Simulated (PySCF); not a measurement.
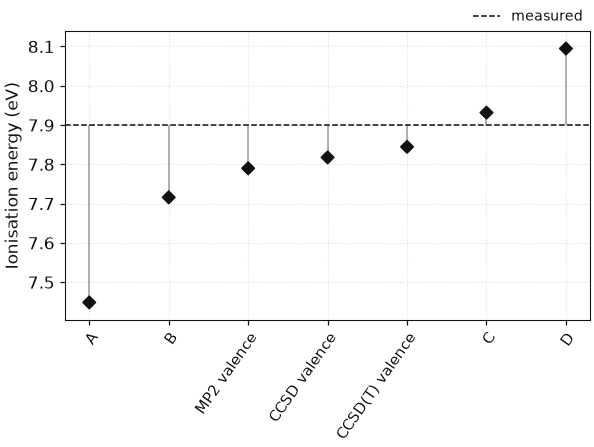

The ionisation energy of neutral germanium ([Ar] 3d¹⁰ 4s² 4p² → [Ar] 3d¹⁰ 4s² 4p) by several methods, in rising order. PySCF, pcseg-2, non-relativistic, unrestricted single determinants, no spin-orbit coupling. Methods marked “valence” freeze 28 core electrons. The lettered entries are HF, PBE, SCS-MP2 valence and r2SCAN in some order.

Question: Which letter is which method?

Answer: A is HF (7.448 eV); B is SCS-MP2 valence (7.716 eV); C is PBE (7.932 eV); D is r2SCAN (8.095 eV). The values run from 7.448 eV (HF) to 8.095 eV (r2SCAN). The measured value is 7.899 eV; nearest to it come PBE (+0.032) and CCSD(T) valence (−0.055), furthest HF (−0.451 eV).

Caveat: spin-orbit shift not estimated; relativistic shift absent.
